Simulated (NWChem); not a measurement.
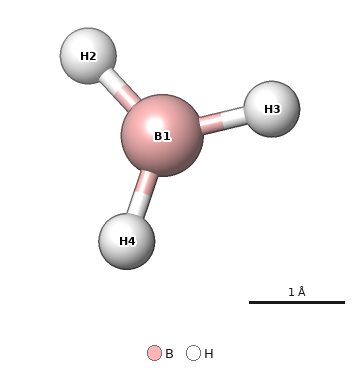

*The structure as given in the input (ball-and-stick view, seen at a tilt; atoms are numbered from 1 in the order of the input).*

# Single-point calculation of BH3 (charge −1)

The run: single-point calculation of BH3, charge −1, multiplicity 2. Method and program: BLYP/def2-TZVPPD, UKS (NWChem 7.3.0).

The geometry is that of the parent species in another charge or spin state. The geometry comes from this level: PBE0-D4/def2-TZVP.

## The input
```python
from ase.io import read
from ase.calculators.nwchem import NWChem

mol = read('run.xyz')

calc = NWChem(
    label='run',
    theory='dft',
    memory='2200 mb',
    basis='def2-TZVPPD',
    basispar='spherical bse',
    charge=-1,
    dft={'xc': 'becke88 lyp', 'mult': '2', 'grid': 'xfine', 'convergence': 'energy 1e-08', 'iterations': '100', 'mulliken': None},
    task='energy',
)
mol.calc = calc

print("Total energy (eV):", round(mol.get_potential_energy(), 6))
```

## File run.xyz
```
4
BH3
B      0.013900    -0.015100    -0.005100
H      0.982200     0.381700     0.568800
H     -0.276200    -1.171800     0.043000
H     -0.664400     0.744900    -0.626900
```

## File run.nwi
```
title "run"

permanent_dir run

scratch_dir run

start run

geometry units angstrom nocenter noautosym noautoz
  B  1.3899999999999999e-02 -1.5100000000000001e-02 -5.1000000000000004e-03
  H  9.8219999999999996e-01 3.8169999999999998e-01 5.6879999999999997e-01
  H  -2.7620000000000000e-01 -1.1718000000000000e+00 4.2999999999999997e-02
  H  -6.6439999999999999e-01 7.4490000000000001e-01 -6.2690000000000001e-01
end

charge -1

memory 2200 mb

basis spherical bse noprint
   * library def2-TZVPPD
end

dft
  xc becke88 lyp
  mult 2
  grid xfine
  convergence energy 1e-08
  iterations 100
  mulliken
end

task dft energy
```

Hardware: 1 thread of Intel Xeon (Sapphire Rapids), 16 GiB of memory available, shared host.

Launched with:
```bash
export ASE_NWCHEM_COMMAND="nwchem PREFIX.nwi > PREFIX.nwo"
python run.py
```

## Log
```
Total energy (eV): -723.393715
```

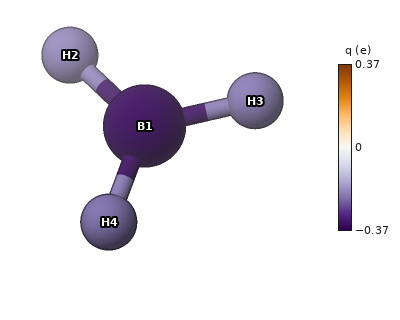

*Löwdin charges, as the colour of each atom (ball-and-stick view, seen at a tilt; atoms are numbered from 1 in the order of the input).*

By element: B −0.35 and H −0.22 e.

## Key numbers

| quantity | value |
| --- | --- |
| outcome | converged |
| total energy | −26.584229 hartree |
| basis functions | 88 |
| ⟨S²⟩ | 0.752 |
| wall time | 20 s |
| peak memory | 0.12 GiB |
